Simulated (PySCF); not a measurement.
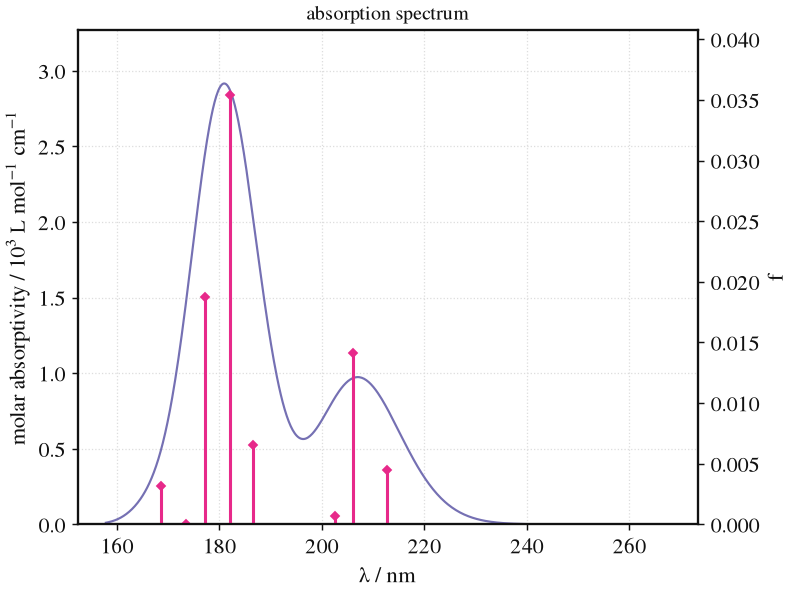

Computed absorption of C₂H₁₀GeN₂Si, SMILES CN1[CH2][GeH2][NH][SiH2]1, singlet. Vertical TDDFT excitations, ωB97X-D/def2-SVPD in PySCF 2.14.0, at a GFN2-xTB geometry (no frequency check), gas phase. The lowest 8 singlet states are shown; each is broadened by a Gaussian of 1/e half-width 0.30 eV. Sticks give oscillator strengths (right axis).

Q: Which of the computed transitions is the brightest, and what character does the calculation give it?

A: S5 at 6.81 eV (182 nm), f = 0.035, mainly HOMO−1 → LUMO+1 (68 %).

Q: Does any vertical transition fall in the visible?

A: No singlet lies below 3.1 eV (beyond 400 nm), so at this level no vertical transition falls in the visible.

Known limits of this run: the tight-binding geometry is rougher than a DFT one and adds to the error; one conformer of a flexible molecule; core orbitals are frozen in the response.
